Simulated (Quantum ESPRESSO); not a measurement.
# Magnetic state of Mn3InC from several starts, part 2 of 2

A self-consistent run ends on one state, which hangs on the start. Several orders of Mn3InC are started in Quantum ESPRESSO and their energies compared.

Quantum ESPRESSO 7.5; PBEsol; plane waves with GBRV 1.5 PBEsol potentials, no spin-orbit coupling.

So far, absolute magnetization (μB): step 2 (run 1, typed as ferro +++) 6.55.

## 3. Run 2, typed as antiferro q=(0,0,1/2) +−+−+−

This order needs a doubled cell of 10 atoms. The wavevector q is in fractions of the reciprocal vectors of the crystal's primitive cell, as the cells of these inputs are built from it; moments change sign between cells as cos(2π q·R).

The input, pw.in:

```
&CONTROL
  calculation = 'scf'
  prefix = 'pwscf'
  outdir = './tmp'
  pseudo_dir = './pseudo'
  disk_io = 'nowf'
/
&SYSTEM
  ibrav = 0
  celldm(1) = 8
  nat = 10
  ntyp = 4
  ecutwfc = 40
  ecutrho = 280
  nbnd = 78
  occupations = 'smearing'
  smearing = 'fd'
  degauss = 0.0110248
  nspin = 2
  starting_magnetization(1) = 0.2333
  starting_magnetization(2) = -0.2333
  starting_magnetization(3) = 0
  starting_magnetization(4) = 0
/
&ELECTRONS
  conv_thr = 2d-08
  electron_maxstep = 150
  mixing_beta = 0.3
/
ATOMIC_SPECIES
Mn1    54.9380 mn_pbesol_v1.5.uspp.F.UPF
Mn2    54.9380 mn_pbesol_v1.5.uspp.F.UPF
In    114.8180 in_pbesol_v1.4.uspp.F.UPF
C      12.0110 c_pbesol_v1.2.uspp.F.UPF
CELL_PARAMETERS alat
   0.9327369259869    0.0000000000000    0.0000000000000
   0.0000000000000    0.9327369259869    0.0000000000000
   0.0000000000000    0.0000000000000    1.8654738519739
ATOMIC_POSITIONS crystal
Mn1     0.5000000000    0.0000000000    0.0000000000
Mn2     0.5000000000    0.0000000000    0.5000000000
Mn1     0.0000000000    0.0000000000    0.2500000000
Mn2     0.0000000000    0.0000000000    0.7500000000
Mn1     0.0000000000    0.5000000000    0.0000000000
Mn2     0.0000000000    0.5000000000    0.5000000000
In      0.5000000000    0.5000000000    0.2500000000
In      0.5000000000    0.5000000000    0.7500000000
C       0.0000000000    0.0000000000    0.0000000000
C       0.0000000000    0.0000000000    0.5000000000
K_POINTS automatic
8 8 4 0 0 0
```

The run is started by

```console
$ OMP_NUM_THREADS=1 mpirun -n 4 pw.x -nk 4 -in pw.in > pw.out
```

Output:

```text
[banner, memory and clock lines left out]
Program PWSCF v.7.5 starts

     Message from routine setup:
     using ibrav=0 with symmetry is DISCOURAGED, use correct ibrav instead

     bravais-lattice index     =            0
     lattice parameter (alat)  =       8.0000  a.u.
     unit-cell volume          =     830.9549 (a.u.)^3
     number of atoms/cell      =           10
     number of atomic types    =            4
     number of electrons       =       124.00
     number of Kohn-Sham states=           78
     kinetic-energy cutoff     =      40.0000  Ry
     charge density cutoff     =     280.0000  Ry
     scf convergence threshold =      2.0E-08
     mixing beta               =       0.3000
     number of iterations used =            8  plain     mixing
     Exchange-correlation= SLA  PW   PSX  PSC
                           (   1   4  10   8   0   0   0)

     celldm(1)=   8.000000  celldm(2)=   0.000000  celldm(3)=   0.000000
     celldm(4)=   0.000000  celldm(5)=   0.000000  celldm(6)=   0.000000

     crystal axes: (cart. coord. in units of alat)
               a(1) = (   0.932737   0.000000   0.000000 )
               a(2) = (   0.000000   0.932737   0.000000 )
               a(3) = (   0.000000   0.000000   1.865474 )

     reciprocal axes: (cart. coord. in units 2 pi/alat)
               b(1) = (  1.072114  0.000000  0.000000 )
               b(2) = (  0.000000  1.072114  0.000000 )
               b(3) = (  0.000000  0.000000  0.536057 )

     PseudoPot. # 1 for Mn read from file:
     mn_pbesol_v1.5.uspp.F.UPF
     Pseudo is Ultrasoft + core correction, Zval = 15.0

     PseudoPot. # 2 for Mn read from file:
     mn_pbesol_v1.5.uspp.F.UPF
     Pseudo is Ultrasoft + core correction, Zval = 15.0

     PseudoPot. # 3 for In read from file:
     in_pbesol_v1.4.uspp.F.UPF
     Pseudo is Ultrasoft + core correction, Zval = 13.0

     PseudoPot. # 4 for C  read from file:
     c_pbesol_v1.2.uspp.F.UPF
     Pseudo is Ultrasoft + core correction, Zval =  4.0

     atomic species   valence    mass     pseudopotential
     Mn1              15.00    54.93800     Mn( 1.00)
     Mn2              15.00    54.93800     Mn( 1.00)
     In               13.00   114.81800     In( 1.00)
     C                 4.00    12.01100     C ( 1.00)

     Starting magnetic structure
     atomic species   magnetization
     Mn1             0.233
     Mn2            -0.233
     In              0.000
     C               0.000

      8 Sym. Ops. (no inversion) found

   Cartesian axes

     site n.     atom                  positions (alat units)
         1        Mn1    tau(   1) = (   0.4663685   0.0000000   0.0000000  )
         2        Mn2    tau(   2) = (   0.4663685   0.0000000   0.9327369  )
         3        Mn1    tau(   3) = (   0.0000000   0.0000000   0.4663685  )
         4        Mn2    tau(   4) = (   0.0000000   0.0000000   1.3991054  )
         5        Mn1    tau(   5) = (   0.0000000   0.4663685   0.0000000  )
         6        Mn2    tau(   6) = (   0.0000000   0.4663685   0.9327369  )
         7        In     tau(   7) = (   0.4663685   0.4663685   0.4663685  )
         8        In     tau(   8) = (   0.4663685   0.4663685   1.3991054  )
         9        C      tau(   9) = (   0.0000000   0.0000000   0.0000000  )
        10        C      tau(  10) = (   0.0000000   0.0000000   0.9327369  )

     number of k points=    45  Fermi-Dirac smearing, width (Ry)=  0.0110
                       cart. coord. in units 2pi/alat
        k(    1) = (   0.0000000   0.0000000   0.0000000), wk =   0.0039062
        k(    2) = (   0.0000000   0.0000000   0.1340142), wk =   0.0078125
        k(    3) = (   0.0000000   0.0000000  -0.2680284), wk =   0.0039062
        k(    4) = (   0.0000000   0.1340142   0.0000000), wk =   0.0156250
        k(    5) = (   0.0000000   0.1340142   0.1340142), wk =   0.0312500
        [... 40 further k-points ...]

     Dense  grid:    65611 G-vectors     FFT dimensions: (  40,  40,  80)

     Smooth grid:    28337 G-vectors     FFT dimensions: (  32,  32,  64)

     Check: negative core charge=   -0.000049
     Generating pointlists ...
     new r_m :   0.1924 (alat units)  1.5390 (a.u.) for type    1
     new r_m :   0.1924 (alat units)  1.5390 (a.u.) for type    2
     new r_m :   0.2721 (alat units)  2.1765 (a.u.) for type    3
     new r_m :   0.1924 (alat units)  1.5390 (a.u.) for type    4

     Initial potential from superposition of free atoms

     starting charge     117.9994, renormalised to     124.0000
     Starting wfcs are  104 randomized atomic wfcs

     Self-consistent Calculation

     iteration #  1     ecut=    40.00 Ry     beta= 0.30
     Davidson diagonalization with overlap
     ethr =  1.00E-02,  avg # of iterations =  3.1

     total energy              =   -1550.25867039 Ry
     estimated scf accuracy    <      24.46338973 Ry

     total magnetization       =    -0.00 Bohr mag/cell
     absolute magnetization    =    10.12 Bohr mag/cell

     iteration #  2     ecut=    40.00 Ry     beta= 0.30
     Davidson diagonalization with overlap
     ethr =  1.00E-02,  avg # of iterations =  4.1

     total energy              =   -1555.04375516 Ry
     estimated scf accuracy    <       4.42889446 Ry

     total magnetization       =     0.03 Bohr mag/cell
     absolute magnetization    =    15.85 Bohr mag/cell

     [... further iterations left out ...]

     iteration # 26     ecut=    40.00 Ry     beta= 0.30
     Davidson diagonalization with overlap
     ethr =  2.37E-11,  avg # of iterations =  2.0

     total energy              =   -1555.81831868 Ry
     estimated scf accuracy    <       0.00000005 Ry

     total magnetization       =    -0.00 Bohr mag/cell
     absolute magnetization    =    13.32 Bohr mag/cell

     iteration # 27     ecut=    40.00 Ry     beta= 0.30
     Davidson diagonalization with overlap
     ethr =  2.37E-11,  avg # of iterations =  2.3

     Magnetic moment per site  (integrated on atomic sphere of radius R)
     atom   1 (R=0.192)  charge= 12.0885  magn=  1.8193
     atom   2 (R=0.192)  charge= 12.0884  magn= -1.8193
     atom   3 (R=0.192)  charge= 12.0856  magn=  1.8643
     atom   4 (R=0.192)  charge= 12.0856  magn= -1.8643
     atom   5 (R=0.192)  charge= 12.0885  magn=  1.8193
     atom   6 (R=0.192)  charge= 12.0884  magn= -1.8193
     atom   7 (R=0.272)  charge= 11.0608  magn= -0.0212
     atom   8 (R=0.272)  charge= 11.0608  magn=  0.0212
     atom   9 (R=0.192)  charge=  3.0838  magn= -0.0951
     atom  10 (R=0.192)  charge=  3.0838  magn=  0.0951

     End of self-consistent calculation

     [... lines left out ...]
     the Fermi energy is    16.2347 ev

!    total energy              =   -1555.81831871 Ry
     estimated scf accuracy    <          7.4E-09 Ry
     smearing contrib. (-TS)   =      -0.05534386 Ry
     internal energy E=F+TS    =   -1555.76297485 Ry

     The total energy is F=E-TS. E is the sum of the following terms:
     one-electron contribution =    -630.92629383 Ry
     hartree contribution      =     394.41275858 Ry
     xc contribution           =    -240.17586848 Ry
     ewald contribution        =   -1079.07357111 Ry

     total magnetization       =    -0.00 Bohr mag/cell
     absolute magnetization    =    13.32 Bohr mag/cell

     convergence has been achieved in  27 iterations
```

The job ended after 7.4 min (4 MPI ranks of Intel Xeon at 2.70GHz, shared host; peak memory 1 GiB; 30 min of CPU time).

Spin moment in the atom's sphere by atom:

| atom | spin moment in the atom's sphere (μB) |
| --- | --- |
| Mn1 | 1.82 |
| Mn2 | -1.82 |
| Mn3 | 1.86 |
| Mn4 | -1.86 |
| Mn5 | 1.82 |
| Mn6 | -1.82 |
| In7 | -0.02 |
| In8 | 0.02 |
| C9 | -0.10 |
| C10 | 0.10 |

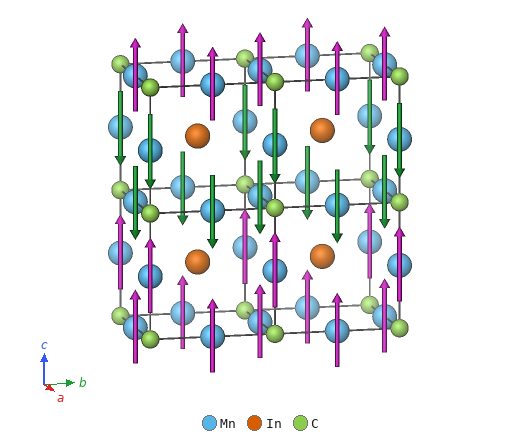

Spin moment in the atom's sphere as arrows, the longest 1.86 μB. Up and down stand for the sign. Arrows give size and sign along the axis of quantisation, drawn up and down the page. The two directions have two colours. 1×2×1 cells are drawn. Some periodic images of atoms are drawn too.

Numbers from this step:

| Quantity | Value |
| --- | --- |
| smearing term TS | 0.7530 eV |
| magnetization | 0 μB |
| absolute magnetization | 13.32 μB |
| final state | antiferromagnetic |

## 4. Run 3 (antiferro q=(1/2,1/2,1/2) +−+−+−)

The cell is doubled to 10 atoms to hold this order.

The input, pw.in:

```
&CONTROL
  calculation = 'scf'
  prefix = 'pwscf'
  outdir = './tmp'
  pseudo_dir = './pseudo'
  disk_io = 'nowf'
/
&SYSTEM
  ibrav = 0
  celldm(1) = 8
  nat = 10
  ntyp = 4
  ecutwfc = 40
  ecutrho = 280
  nbnd = 78
  occupations = 'smearing'
  smearing = 'fd'
  degauss = 0.0110248
  nspin = 2
  starting_magnetization(1) = 0.2333
  starting_magnetization(2) = -0.2333
  starting_magnetization(3) = 0
  starting_magnetization(4) = 0
/
&ELECTRONS
  conv_thr = 2d-08
  electron_maxstep = 150
  mixing_beta = 0.3
/
ATOMIC_SPECIES
Mn1    54.9380 mn_pbesol_v1.5.uspp.F.UPF
Mn2    54.9380 mn_pbesol_v1.5.uspp.F.UPF
In    114.8180 in_pbesol_v1.4.uspp.F.UPF
C      12.0110 c_pbesol_v1.2.uspp.F.UPF
CELL_PARAMETERS alat
   1.8654738519739    0.0000000000000    0.0000000000000
   0.9327369259869    0.9327369259869    0.0000000000000
   0.9327369259869    0.0000000000000    0.9327369259869
ATOMIC_POSITIONS crystal
Mn1     0.2500000000    0.0000000000    0.0000000000
Mn2     0.7500000000    0.0000000000    0.0000000000
Mn1     0.7500000000    0.0000000000    0.5000000000
Mn2     0.2500000000    0.0000000000    0.5000000000
Mn1     0.7500000000    0.5000000000    0.0000000000
Mn2     0.2500000000    0.5000000000    0.0000000000
In      0.7500000000    0.5000000000    0.5000000000
In      0.2500000000    0.5000000000    0.5000000000
C       0.0000000000    0.0000000000    0.0000000000
C       0.5000000000    0.0000000000    0.0000000000
K_POINTS automatic
4 8 8 0 0 0
```

Output:

```text
     [... lines left out ...]
Program PWSCF v.7.5 starts
     [... lines left out ...]
     number of atoms/cell      =           10
     [... lines left out ...]
     number of electrons       =       124.00
     number of Kohn-Sham states=           78
     kinetic-energy cutoff     =      40.0000  Ry
     charge density cutoff     =     280.0000  Ry
     scf convergence threshold =      2.0E-08
     [... lines left out ...]
     12 Sym. Ops., with inversion, found ( 6 have fractional translation)
     [... lines left out ...]
     number of k points=    35  Fermi-Dirac smearing, width (Ry)=  0.0110
     [... lines left out ...]
     iteration # 18     ecut=    40.00 Ry     beta= 0.30
     [... lines left out ...]
     Magnetic moment per site  (integrated on atomic sphere of radius R)
     atom   1 (R=0.192)  charge= 12.0835  magn=  1.7073
     atom   2 (R=0.192)  charge= 12.0836  magn= -1.7099
     atom   3 (R=0.192)  charge= 12.0836  magn=  1.7073
     atom   4 (R=0.192)  charge= 12.0837  magn= -1.7099
     atom   5 (R=0.192)  charge= 12.0836  magn=  1.7073
     atom   6 (R=0.192)  charge= 12.0837  magn= -1.7099
     atom   7 (R=0.272)  charge= 11.0621  magn=  0.0003
     atom   8 (R=0.272)  charge= 11.0621  magn= -0.0002
     atom   9 (R=0.192)  charge=  3.0849  magn=  0.0001
     atom  10 (R=0.192)  charge=  3.0849  magn=  0.0001
     [... lines left out ...]
     the Fermi energy is    16.1792 ev
!    total energy              =   -1555.81678136 Ry
     estimated scf accuracy    <       0.00000001 Ry
     smearing contrib. (-TS)   =      -0.05944047 Ry
     [... lines left out ...]
     total magnetization       =    -0.01 Bohr mag/cell
     absolute magnetization    =    12.25 Bohr mag/cell
     convergence has been achieved in  18 iterations
```

The job ended after 6.5 min (4 MPI ranks; peak memory 0.98 GiB).

Spin moment in the atom's sphere by atom:

| atom | spin moment in the atom's sphere (μB) |
| --- | --- |
| Mn1 | 1.71 |
| Mn2 | -1.71 |
| Mn3 | 1.71 |
| Mn4 | -1.71 |
| Mn5 | 1.71 |
| Mn6 | -1.71 |
| In7 | 0.00 |
| In8 | 0.00 |
| C9 | 0.00 |
| C10 | 0.00 |

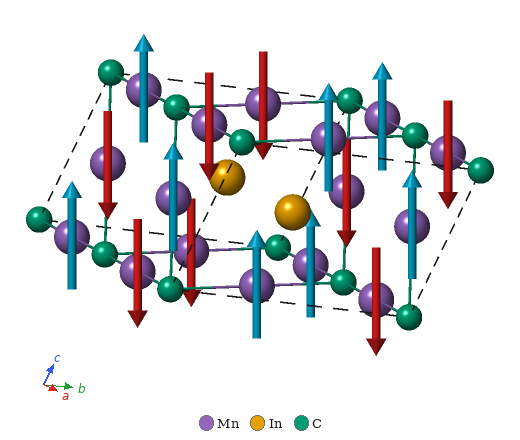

Spin moment in the atom's sphere as arrows, the longest 1.71 μB. Up and down stand for the sign. Arrows give size and sign along the axis of quantisation, drawn up and down the page. The two directions have two colours. Some periodic images of atoms are drawn too.

Read from the output:

* smearing term TS: 0.8087 eV
* magnetization: -0.009 μB
* absolute magnetization: 12.25 μB
* final state: antiferromagnetic

## 5. Start 4: antiferro q=(0,0,1/2) +−+−−+

The cell is doubled to 10 atoms to hold this order.

The input, pw.in:

```
&CONTROL
  calculation = 'scf'
  prefix = 'pwscf'
  outdir = './tmp'
  pseudo_dir = './pseudo'
  disk_io = 'nowf'
/
&SYSTEM
  ibrav = 0
  celldm(1) = 8
  nat = 10
  ntyp = 4
  ecutwfc = 40
  ecutrho = 280
  nbnd = 78
  occupations = 'smearing'
  smearing = 'fd'
  degauss = 0.0110248
  nspin = 2
  starting_magnetization(1) = 0.2333
  starting_magnetization(2) = -0.2333
  starting_magnetization(3) = 0
  starting_magnetization(4) = 0
/
&ELECTRONS
  conv_thr = 2d-08
  electron_maxstep = 150
  mixing_beta = 0.3
/
ATOMIC_SPECIES
Mn1    54.9380 mn_pbesol_v1.5.uspp.F.UPF
Mn2    54.9380 mn_pbesol_v1.5.uspp.F.UPF
In    114.8180 in_pbesol_v1.4.uspp.F.UPF
C      12.0110 c_pbesol_v1.2.uspp.F.UPF
CELL_PARAMETERS alat
   0.9327369259869    0.0000000000000    0.0000000000000
   0.0000000000000    0.9327369259869    0.0000000000000
   0.0000000000000    0.0000000000000    1.8654738519739
ATOMIC_POSITIONS crystal
Mn1     0.5000000000    0.0000000000    0.0000000000
Mn2     0.5000000000    0.0000000000    0.5000000000
Mn1     0.0000000000    0.0000000000    0.2500000000
Mn2     0.0000000000    0.0000000000    0.7500000000
Mn2     0.0000000000    0.5000000000    0.0000000000
Mn1     0.0000000000    0.5000000000    0.5000000000
In      0.5000000000    0.5000000000    0.2500000000
In      0.5000000000    0.5000000000    0.7500000000
C       0.0000000000    0.0000000000    0.0000000000
C       0.0000000000    0.0000000000    0.5000000000
K_POINTS automatic
8 8 4 0 0 0
```

Output:

```text
     [... lines left out ...]
Program PWSCF v.7.5 starts
     [... lines left out ...]
     number of atoms/cell      =           10
     [... lines left out ...]
     number of electrons       =       124.00
     number of Kohn-Sham states=           78
     kinetic-energy cutoff     =      40.0000  Ry
     charge density cutoff     =     280.0000  Ry
     scf convergence threshold =      2.0E-08
     [... lines left out ...]
      8 Sym. Ops. (no inversion) found ( 4 have fractional translation)
     [... lines left out ...]
     number of k points=    45  Fermi-Dirac smearing, width (Ry)=  0.0110
     [... lines left out ...]
     iteration # 27     ecut=    40.00 Ry     beta= 0.30
     [... lines left out ...]
     Magnetic moment per site  (integrated on atomic sphere of radius R)
     atom   1 (R=0.192)  charge= 12.0848  magn=  1.9848
     atom   2 (R=0.192)  charge= 12.0848  magn= -1.9848
     atom   3 (R=0.192)  charge= 12.0871  magn=  1.4642
     atom   4 (R=0.192)  charge= 12.0871  magn= -1.4642
     atom   5 (R=0.192)  charge= 12.0848  magn= -1.9848
     atom   6 (R=0.192)  charge= 12.0848  magn=  1.9848
     atom   7 (R=0.272)  charge= 11.0615  magn= -0.0244
     atom   8 (R=0.272)  charge= 11.0615  magn=  0.0244
     atom   9 (R=0.192)  charge=  3.0876  magn=  0.0000
     atom  10 (R=0.192)  charge=  3.0876  magn=  0.0000
     [... lines left out ...]
     the Fermi energy is    16.2393 ev
!    total energy              =   -1555.81285735 Ry
     estimated scf accuracy    <          6.9E-09 Ry
     smearing contrib. (-TS)   =      -0.05260887 Ry
     [... lines left out ...]
     total magnetization       =    -0.00 Bohr mag/cell
     absolute magnetization    =    13.14 Bohr mag/cell
     convergence has been achieved in  27 iterations
```

Run time: 6.3 min. Hardware: 4 MPI ranks; peak memory 1 GiB; 25 min of CPU time.

Numbers from this step:

- smearing term TS: 0.7158 eV
- magnetization: 0 μB
- absolute magnetization: 13.13 μB
- final state: antiferromagnetic
- largest moment: 1.985 μB

## 6. The states side by side

An order is kept where moments of 0.15 μB or more survive with the typed signs; meshes match where a doubled cell samples the same k points as the first cell.

Orders:

| start | final state | typed order kept | energy over the lowest (meV a seeded atom) | largest site moment (μB) | net moment (μB a cell of the first run) | mesh matched | CPU time (s) |
| --- | --- | --- | --- | --- | --- | --- | --- |
| ferro +++ | ferromagnetic | yes | 0 | 1.796 | 5.856 | yes | 212.1 |
| antiferro q=(0,0,1/2) +-+-+- | antiferromagnetic | yes | 17.15 | 1.864 | 0 | yes | 1775 |
| antiferro q=(1/2,1/2,1/2) +-+-+- | antiferromagnetic | yes | 20.63 | 1.71 | 0.004294 | yes | 1546 |
| antiferro q=(0,0,1/2) +-+--+ | antiferromagnetic | yes | 29.53 | 1.985 | 0 | yes | 1505 |

## 7. Outcome

```
lowest state found      : ferromagnetic (from ferro +++)
largest site moment     : 1.80 μB
next state with moments : antiferromagnetic, 17.1 meV a seeded atom higher
```

In words: The smearing terms TS of the orders run from 119 to 135 meV a seeded atom, so the differences would change at a smaller width: an order with a larger TS is lowered more by the smearing. Only these 4 starts were compared; other wavevectors, canted and longer-period orders were not. Energies are free energies at an electronic temperature of 1740 K, which lowers moments and differences where the moments are itinerant.

[Logs and program files are shortened in this print: banners, set-up blocks, solver, clock and traceback lines can be left out without a mark of their own.]

[Logs are printed without paths, hosts, clocks, repeated set-up lines and the standing remarks that a program may print on its own settings, such as how far it seeks lower states.]

[Hosts, paths, dates, database ids (printed as entryN), source tags and the programs' standing remarks are cut or masked in the printed files.]

[Where a cell is said to come from a database of computed structures, the database is the Materials Project.]
